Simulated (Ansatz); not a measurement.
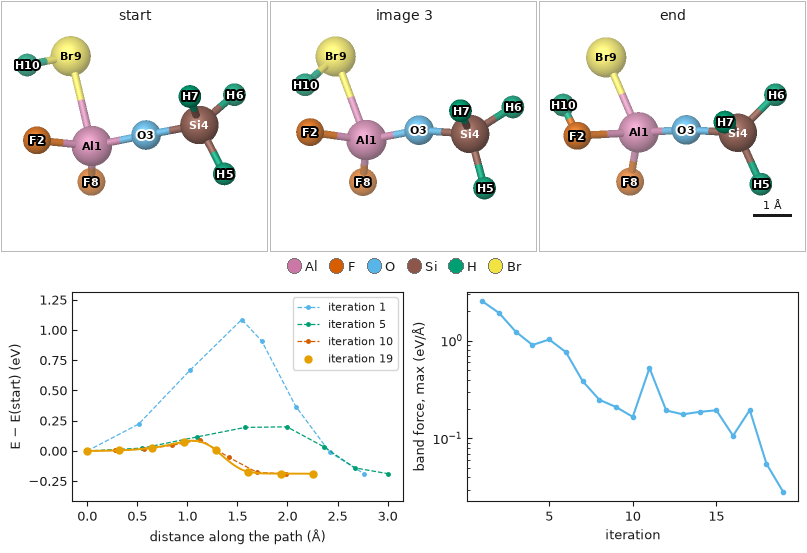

A nudged-elastic-band calculation for AlSiH₄OBrF₂. Images are numbered from 0 (start) to 7 (end). The plot follows the band through its iterations. A ball-and-stick model, seen at a tilt.

These are results of RKS PBE0-D4/def2-SVP in Ansatz, not measurements. Settings: 6 movable images; no climbing image; force threshold 0.05 eV/Å; iteration limit 60; starting path through a guess of the saddle point.

> Judge this run.

The run is converged, with reservations. The band converged in 19 iterations. The largest component of the band force went from 2.5 to 0.028 eV/Å. No image climbed, so the highest image needn't lie on the saddle point, and the true maximum along this path can be higher. The first iteration put the highest image at 1.087 eV. The energy climbs by 0.077 eV to image 3 and then falls by 0.266 eV, so the end point sits at −0.188 eV.

The run took 4.9 min on 4 threads of Arm Neoverse V2, on a shared host, peak memory 0.37 GiB.
